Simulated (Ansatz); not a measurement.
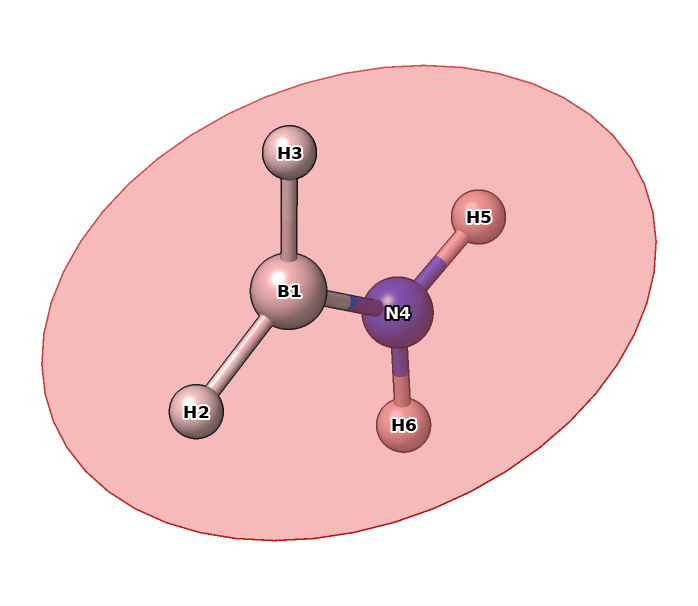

A disc through the centre of mass is drawn in. Depth is shown by fading: the farther an atom, the more it takes the colour of the background. Computed geometry: PBE0-D4/def2-TZVP optimisation.

**Is the plane of the disc a mirror plane of the structure?**

No. The point group is C2v, with 1 C2 axis and 2 mirror planes, and this plane isn't one of its mirror planes.
